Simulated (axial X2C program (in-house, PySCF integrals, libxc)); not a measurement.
# FRhF⁺: the levels of the configuration d6 s0 p(π)0

Which Ω levels does FRhF⁺ have in the configuration d6 s0 p(π)0, and how far apart?

Computed with an in-house X2C program for linear molecules on PySCF integrals. Level: two-component X2C, average-of-configuration Hartree–Fock and CI in the open shells.

All values are calculated.

### 1 Set-up

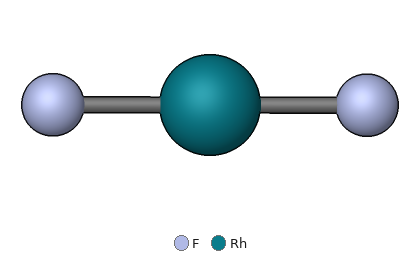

The atoms on one line, bonds 1.819 and 1.819 Å (fluorine light blue, rhodium blue).

File task.json:

```json
{
 "zs": [
  9,
  45,
  9
 ],
 "q": 1,
 "bas": [
  "dyall-v3z",
  "dyall-v3z",
  "dyall-v3z"
 ],
 "r0": 1.89,
 "metal": 1,
 "shells": [
  [
   2,
   [
    0,
    1,
    2
   ],
   6
  ],
  [
   0,
   [
    0
   ],
   0
  ],
  [
   1,
   [
    1
   ],
   0
  ]
 ],
 "fix": 0,
 "emax": 3.2,
 "nroots": 4
}
```

Keys: zs atomic numbers; q charge; bas basis sets; r0 starting distance in Å; metal index of the metal atom; shells open shells as [l, |m| values, electrons]; fix electron count of the first shell held; emax energy window in eV; nroots roots for each Ω.

Started as:

```
$ python soci.py task.json out
```

Two-component X2C with atomic mean-field Coulomb and Gaunt terms, basis F dyall-v3z, Rh dyall-v3z (cores contracted in-house). Orbitals come from Hartree–Fock averaged over the configuration Rh d6 s0 p(π)0; CI then distributes these electrons over the d, s, p(π) shells of Rh.

### 2 CI at F–Rh–F held linear, both bonds 1.819 Å

Output:

```text
average of configuration d6 s0 p(π)0
basis functions 203  fitting functions 1137
iter      average energy  largest gradient
   1      -4976.671782717   5.63e+00
   2      -4977.892130146   1.56e-01
   3      -4977.899349270   8.62e-02
   4      -4977.900344556   5.10e-02
   5      -4977.900805441   3.76e-03
   6      -4977.900820449   1.57e-03
   7      -4977.900823672   1.39e-03
   8      -4977.900824115   1.96e-04
   9      -4977.900824148   8.55e-05
  10      -4977.900824153   2.02e-05
  11      -4977.900824153   4.00e-06
converged
CI levels
2*Omega        energy/Eh    cm-1   g(par)  dipole/D  leading shell counts
    8     -4978.06228075        0  11.913    8.737  {'6 0 0': 0.999}
    6     -4978.05906797      705   7.978    8.737  {'6 0 0': 0.999}
    4     -4978.05619421     1336   4.009    8.737  {'6 0 0': 0.999}
    2     -4978.05355119     1916   0.037    8.737  {'6 0 0': 0.999}
    0     -4978.05116248     2440   0.000    8.737  {'6 0 0': 0.999}
    0     -4978.05097045     2482   0.000    8.737  {'6 0 0': 0.999}
    8     -4978.03388277     6233  10.074    8.737  {'6 0 0': 1.0}
    0     -4978.03198500     6649   0.000    8.737  {'6 0 0': 1.0}
    2     -4978.03012321     7058   3.884    8.737  {'6 0 0': 1.0}
    6     -4978.02642795     7869   6.029    8.737  {'6 0 0': 1.0}
    4     -4978.01971106     9343   2.097    8.737  {'6 0 0': 1.0}
    4     -4978.01327215    10756   5.968    8.737  {'6 0 0': 0.999}
    2     -4978.01196751    11042   2.114    8.737  {'6 0 0': 0.999}
    0     -4978.00719196    12091   0.000    8.737  {'6 0 0': 1.0}
    0     -4978.00630058    12286   0.000    8.737  {'6 0 0': 0.999}
    6     -4978.00311258    12986   9.655    8.737  {'6 0 0': 1.0}
    4     -4978.00089336    13473   5.947    8.737  {'6 0 0': 1.0}
    2     -4977.99993501    13683   2.354    8.737  {'6 0 0': 1.0}
    0     -4977.99931694    13819   0.000    8.737  {'6 0 0': 1.0}
    0     -4977.99777604    14157   0.000    8.737  {'6 0 0': 1.0}
    6     -4977.99347314    15102   8.310    8.737  {'6 0 0': 1.0}
    0     -4977.98768022    16373   0.000    8.737  {'6 0 0': 0.999}
   10     -4977.98730528    16455  11.995    8.737  {'6 0 0': 0.999}
    8     -4977.98211335    17595   8.017    8.737  {'6 0 0': 0.999}
```

Dipoles in the output refer to the first atom as origin, so for this ion they depend on that choice.

Wall time 1.9 s (1 thread of Arm Neoverse V2, shared host); peak memory 0.38 GiB.

Active spinors (ω > 0; filled shells left out):

```
shell    ω  ε (eV)                    character
    d  3/2  -20.58                    100% Rh d
    d  5/2  -20.23                    100% Rh d
    d  1/2  -18.46            82% Rh d, 16% F p
    d  3/2  -18.28            83% Rh d, 16% F p
    d  1/2  -16.82  65% Rh d, 19% Rh s, 14% F p
    s  1/2   -4.39           75% Rh s, 16% Rh d
 p(π)  1/2   -4.00                     92% Rh p
 p(π)  3/2   -3.91                     92% Rh p
```

The levels:

```
Ω  energy (cm⁻¹)     g∥  configuration
4              0  11.91        100% d6
3            705   7.98        100% d6
2           1336   4.01        100% d6
1           1916   0.04        100% d6
0           2440   0.00        100% d6
0           2482   0.00        100% d6
4           6233  10.07        100% d6
0           6649   0.00        100% d6
1           7058   3.88        100% d6
3           7869   6.03        100% d6
2           9343   2.10        100% d6
2          10756   5.97        100% d6
1          11042   2.11        100% d6
0          12091   0.00        100% d6
0          12286   0.00        100% d6
3          12986   9.65        100% d6
2          13473   5.95        100% d6
1          13683   2.35        100% d6
0          13819   0.00        100% d6
0          14157   0.00        100% d6
```

g∥ is the magnitude of 2⟨Lz + ge Sz⟩ for the +Ω component.

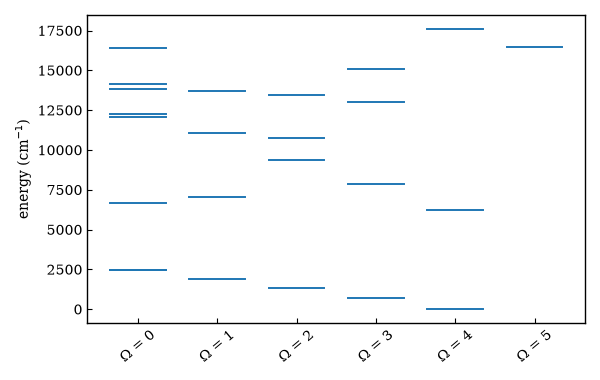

The lowest levels by Ω.

### 3 The same at F–Rh–F held linear, both bonds 2.146 Å

```
Ω  energy (cm⁻¹)     g∥  configuration
4              0  11.94        100% d6
3            643   8.00        100% d6
2           1258   4.03        100% d6
1           1859   0.05        100% d6
0           2446   0.00        100% d6
0           2474   0.00        100% d6
3           8186   9.94        100% d6
4           8363  10.03        100% d6
2           8404   5.97        100% d6
1           8647   2.12        100% d6
```

### 4 Curves along the symmetric stretch (R is each bond)

The same input was run at the other distances (logs left out). Energies in cm⁻¹ from the lowest point; levels are followed by energy order within each Ω.

```
R (Å)  (1)Ω=4  (1)Ω=3  (1)Ω=2  (1)Ω=1  (1)Ω=0  (2)Ω=0  (3)Ω=0
1.692    4138    4813    5431    6003    6460    6569    7631
1.755     511    1209    1836    2413    2921    2977    5616
1.819       0     705    1336    1916    2440    2482    6649
1.892    2202    2903    3533    4117    4653    4689   10347
1.965    6455    7144    7772    8359    8908    8940   15738
2.046   12731   13402   14025   14618   15181   15211   22444
2.146   21751   22394   23009   23610   24197   24225   30527
```

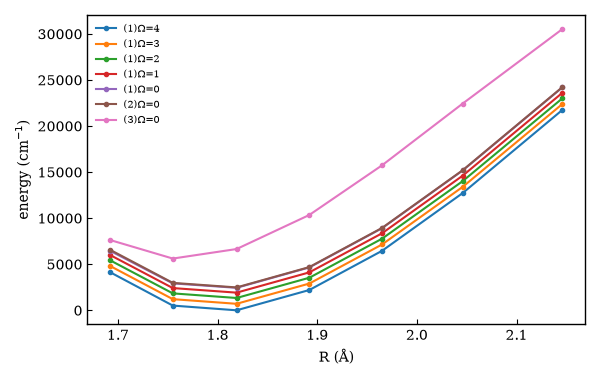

The lowest levels along the scan.

Constants where the minimum is well bracketed:

```
level of the curve  Te (cm⁻¹)  Re (Å)  ωe (cm⁻¹)
            (1)Ω=4          0   1.799      743.0
            (1)Ω=3        704   1.798      741.4
            (1)Ω=2       1334   1.798      740.9
            (1)Ω=1       1913   1.798      741.0
            (1)Ω=0       2434   1.798      740.2
            (2)Ω=0       2479   1.798      741.6
```

### 5 Summary of results

```
                 quantity                       value
lowest level of the model  Ω = 4, g∥ = 11.91, 100% d6
               next level      Ω = 3, 705 cm⁻¹ higher
  lowest curve, Re and ωe         1.799 Å, 743.0 cm⁻¹
```

What this shows: In the lowest level ⟨Sz⟩ = 1.95 and ⟨Lz⟩ = 2.05; its leading determinant has weight 0.91 among 419. From 1.819 to 2.146 Å the gap from the lowest to the fifth level goes from 2440 to 2446 cm⁻¹. Without dynamic correlation distances can be off by several hundredths of an Å, and the wavenumbers are rough. There is no dynamic correlation: spin–orbit spacings and, for f shells, spacings inside one term are the most reliable numbers, splittings between terms come out too wide, and energies between configurations are not reliable, so the lowest level need not be the ground state of the molecule. For d shells the ligand-field splittings (σ, π, δ) and their order can be off by a thousand cm⁻¹ or more. At most 4 roots were kept for each Ω > 0 (twice that for Ω = 0) within 3.2 eV of the lowest, so higher up levels can be missing between those listed; levels with Ω > 0 are doubly degenerate and listed once, Ω = 0 levels singly. The open spinors mix strongly with ligand orbitals, which this small active space describes poorly. Some active spinors are only partly of the character that their shell is named for, so the shell names and counts are nominal. States that fill the shells left empty in the average are placed too high. The molecule was held linear; bending was not examined.
